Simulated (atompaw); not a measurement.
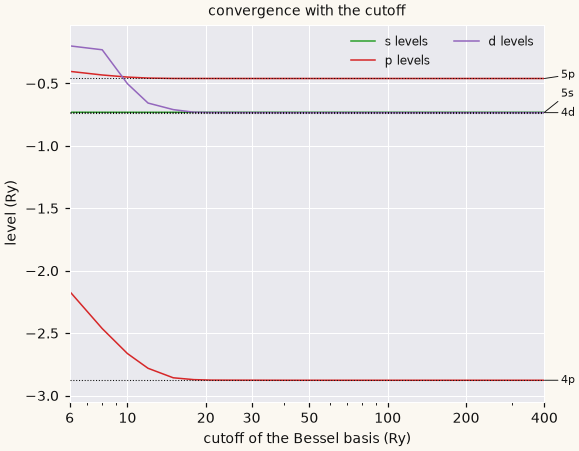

The pseudo-atom Hamiltonian at the reference potential is diagonalised in spherical Bessel functions (20 bohr box) up to the cutoff. Curves: the lowest levels of each channel that holds a bound state. Dotted lines: the all-electron valence levels.

| Quantity | Value |
| --- | --- |
| Element | Zr (Z = 40) |
| Generator | atompaw 4.2.0.5 |
| Type | PAW |
| Functional | PBE |
| Relativity | scalar-relativistic |
| Frozen core | [Ar] 3d10 4s2 |
| Valence charge | 10 |
| Reference configuration | 4p6 4d2 5s1 5p0 (charge +1) |
| Partial waves | 5s (bound): rc 3.00 bohr; 5s channel at 0.85 Ry: rc 3.00 bohr; 4p (bound): rc 1.80 bohr; 5p (bound, empty): rc 2.10 bohr; 4d (bound): rc 2.00 bohr; 4d channel at 3.6 Ry: rc 3.00 bohr |
| Local potential | bessel scheme, radius 2.60 bohr |
| Core correction | smooth core density matched at 1.70 bohr |
| Augmentation charge | besselshape compensation charge, radius 2.55 bohr; PAW radius 3.00 bohr; waves and projectors: custom polynom gramschmidtortho |

Q: Does every curve settle on an all-electron level?

A: No ghost state below the valence levels in the s, p, d, f channels. The curves of the valence states settle on the dotted lines.

Q: Which level is furthest from its value at the highest cutoff when the cutoff is lowest, 6 Ry?

A: 4p, by 0.71 Ry, against 0.53 Ry for 4d.

Q: Read the all-electron valence levels.

A: 5s: -0.73 Ry; 4p: -2.88 Ry; 5p: -0.46 Ry; 4d: -0.73 Ry.
